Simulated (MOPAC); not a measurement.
## PH (charge +1): geometry relaxation

The run: geometry relaxation of PH, charge +1, multiplicity 2. Method and program: PM6-ORG, unrestricted, dispersion built in (MOPAC 23.2.5).

The starting geometry was optimised with PM6-ORG.

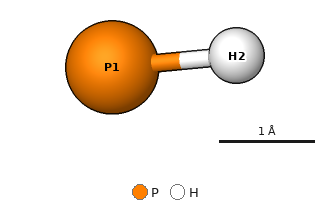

Figure 1. The input geometry (ball-and-stick view, seen at a tilt; atoms are numbered from 1 in the order of the input). Bond lengths as drawn: H–P 1.42 Å.

## Input file (hp.mop)
```
pm6-org cycles=300 disp charge=1 gnorm=0.05 uhf doublet aux(precision=9) threads=1
HP charge 1

P      0.012695 +1     0.002766 +1    -0.010819 +1
H     -0.022986 +1    -0.017539 +1     1.412989 +1
```

Launch command:
```bash
mopac hp.mop
```

## Output
```
MOPAC v23.2.5
PM6-ORG CALCULATION RESULTS

 *  PM6-ORG    - The PM6-ORG Hamiltonian to be used
 *  DOUBLET    - SPIN STATE DEFINED AS A DOUBLET
 *  UHF        - UNRESTRICTED HARTREE-FOCK CALCULATION
 *
 *
 *
 *                 CHARGE ON SYSTEM = +1
 *
 *
 *
 *  THREADS=1  - MULTI-THREADING NOT USED
 *  CYCLES=    - DO A MAXIMUM OF 300 STEPS
 *  GNORM      - EXIT WHEN GRADIENT NORM DROPS BELOW 0.050
 *  AUX        - OUTPUT AUXILIARY INFORMATION
 *  DISP       - PRINT DISPERSION AND HYDROGEN BOND ENERGIES
pm6-org cycles=300 disp charge=1 gnorm=0.05 uhf doublet aux(precision=9) threads=1
 HP charge 1

   ATOM   CHEMICAL          X               Y               Z
  NUMBER   SYMBOL      (ANGSTROMS)     (ANGSTROMS)     (ANGSTROMS)

     1       P          0.01269500  *   0.00276600  *  -0.01081900  *
     2       H         -0.02298600  *  -0.01753900  *   1.41298900  *

          CARTESIAN COORDINATES

    NO.       ATOM           X           Y           Z

     1         P          0.0127      0.0028     -0.0108
     2         H         -0.0230     -0.0175      1.4130

           Empirical Formula: H P  =     2 atoms

      MOLECULAR POINT GROUP   :   C*v

 DOUBLET STATE CALCULATION

          UHF CALCULATION, NO. OF ALPHA ELECTRONS =    3
                           NO. OF BETA  ELECTRONS =    2

          Geometry optimization using EF

          DIAGONAL MATRIX USED AS START HESSIAN
```

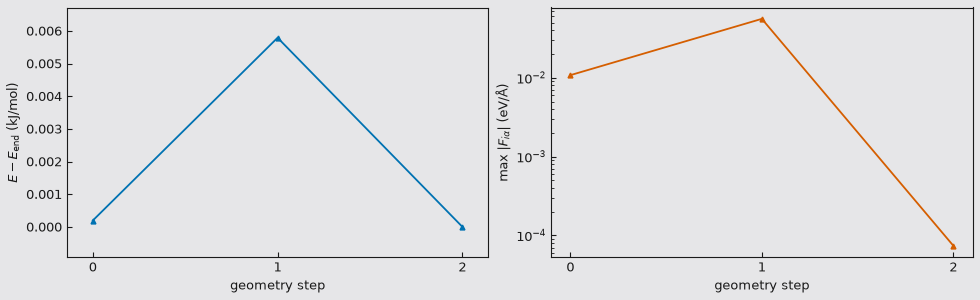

Figure 2. Progress of the relaxation, step by step (steps are counted from 0). The atoms keep their places after the best rigid fit (all moves are under 0.005 Å). After 2 geometry steps the energy has fallen by next to nothing (0.0 kJ/mol). Largest force component: 0.011 eV/Å at the start, under 0.0001 eV/Å at the end.

```
 CYCLE:     1 TIME:   0.008 TIME LEFT:  2.00D  GRAD.:     0.352 HEAT:  270.0784
 CYCLE:     2 TIME:   0.000 TIME LEFT:  2.00D  GRAD.:     1.827 HEAT:  270.0798
 CYCLE:     3 TIME:   0.000 TIME LEFT:  2.00D  GRAD.:     0.002 HEAT:  270.0784

     GRADIENT =  0.00250 IS LESS THAN CUTOFF =  0.05000

 -------------------------------------------------------------------------------
 pm6-org cycles=300 disp charge=1 gnorm=0.05 uhf doublet aux(precision=9) threads=1
 HP charge 1

     GEOMETRY OPTIMISED USING EIGENVECTOR FOLLOWING (EF).
     SCF FIELD WAS ACHIEVED

                              PM6-ORG CALCULATION

          FINAL HEAT OF FORMATION =        270.07838 KCAL/MOL =    1130.00795 KJ/MOL

          TOTAL ENERGY            =      -3360.83431 KCAL/MOL = ELECTRONIC ENERGY + CORE-CORE REPULSION
          ENERGY OF ATOMS         =       3630.93617 KCAL/MOL
                              SUM =        270.10187 KCAL/MOL
          DISPERSION ENERGY       =         -0.02349 KCAL/MOL
                              SUM =        270.07838 KCAL/MOL = FINAL HEAT OF FORMATION

          TOTAL ENERGY            =       -145.73957 EV
          ELECTRONIC ENERGY       =       -188.62297 EV
          CORE-CORE REPULSION     =         42.88340 EV
          COSMO AREA              =         58.15 SQUARE ANGSTROMS
          COSMO VOLUME            =         41.14 CUBIC ANGSTROMS

          GRADIENT NORM           =          0.00250          =       0.00177 PER ATOM
          IONIZATION POTENTIAL    =         16.502502 EV
          ALPHA SOMO LUMO (EV)    =        -16.503 -9.189
          BETA  SOMO LUMO (EV)    =        -19.211 -8.634
          NO. OF ALPHA ELECTRONS  =          3
          NO. OF BETA  ELECTRONS  =          2
          MOLECULAR WEIGHT        =         31.9817         POINT GROUP:  C*v

          MOLECULAR DIMENSIONS (Angstroms)

            Atom       Atom       Distance
            H     2    P     1     1.42480
            H     2    P     1     0.00000
            H     2    P     1     0.00000

          SCF CALCULATIONS        =          4

          WALL-CLOCK TIME         =      0.008 SECONDS
          COMPUTATION TIME        =      0.009 SECONDS

   ATOM   CHEMICAL          X               Y               Z
  NUMBER   SYMBOL      (ANGSTROMS)     (ANGSTROMS)     (ANGSTROMS)

     1       P          0.01269685  *   0.00276807  *  -0.01102029  *
     2       H         -0.02298785  *  -0.01754107  *   1.41319029  *

                             CARTESIAN COORDINATES

   1    P        0.012696845     0.002768068    -0.011020294
   2    H       -0.022987845    -0.017541068     1.413190294

           Empirical Formula: H P  =     2 atoms

      MOLECULAR POINT GROUP   :   C*v

          ALPHA EIGENVALUES
 -28.17713 -19.82786 -16.50250  -9.18901  -3.03536  82.45368  82.45656  82.58860
  82.66585  83.12840

           BETA EIGENVALUES
 -26.92112 -19.21055  -8.63389  -7.57852  -2.83721  82.48822  82.49319  82.59926
  82.69985  83.13674

              NET ATOMIC CHARGES AND DIPOLE CONTRIBUTIONS

  ATOM NO.   TYPE          CHARGE      No. of ELECS.   s-Pop       p-Pop       d-Pop
    1          P           1.018141        3.9819     1.92668     2.04951     0.00567
    2          H          -0.018141        1.0181     1.01814
 DIPOLE           X         Y         Z       TOTAL
 POINT-CHG.     0.009     0.005    -0.340     0.340
 HYBRID        -0.026    -0.015     1.031     1.031
 SUM           -0.017    -0.010     0.691     0.691

          ATOMIC ORBITAL ELECTRON POPULATIONS

     Atom    s        px        py        pz      x^2-y^2     xz        z^2       yz        xy
    1  P   1.92668   1.00003   0.00021   1.04927   0.00000   0.00001   0.00565   0.00000   0.00000
    2  H   1.01814

                    (SZ)    =    0.500000
                    (S**2)  =    0.751530

          ATOMIC ORBITAL SPIN POPULATIONS

    Atom   Total    s     px     py     pz   x^2-y^2  xz     z^2    yz     xy
         Atomic
    1  P  1.0381  0.006  0.999  0.000  0.033 -0.000 -0.000 -0.000 -0.000 -0.000
    2  H -0.0381 -0.038

 *                    *
 * JOB ENDED NORMALLY *
 *                    *

 TOTAL JOB TIME:             0.02 SECONDS

 == MOPAC DONE ==
```

## Trajectory as extended XYZ (Å, eV, eV/Å), 3 frames, from step=0 to step=2
```
2
Properties=species:S:1:pos:R:3:forces:R:3 step=0 energy=11.71171
P     0.0127    0.0028   -0.0108    0.0003   0.0002  -0.0108
H    -0.0230   -0.0175    1.4130   -0.0003  -0.0002   0.0108
2
Properties=species:S:1:pos:R:3:forces:R:3 step=1 energy=11.71177
P     0.0127    0.0028   -0.0121   -0.0014  -0.0008   0.0560
H    -0.0230   -0.0175    1.4142    0.0014   0.0008  -0.0560
2
Properties=species:S:1:pos:R:3:forces:R:3 step=2 energy=11.71171
P     0.0127    0.0028   -0.0110    0.0000   0.0000   0.0001
H    -0.0230   -0.0175    1.4132    0.0000   0.0000  -0.0001
```

## Summary

| quantity | value |
| --- | --- |
| outcome | converged |
| total energy | −5.355830 hartree |
| dispersion energy | −0.000037 hartree |
| heat of formation | 270.08 kcal/mol |
| basis functions | 10 |
| largest force | 0.000 eV/Å |
| ⟨S²⟩ | 0.752 |
| hardware | 1 thread of AMD EPYC (Zen 5), 128 GiB of memory available, shared host |
| peak memory | 0.07 GiB |

## Remarks

MOPAC's energies along a path are heats of formation.
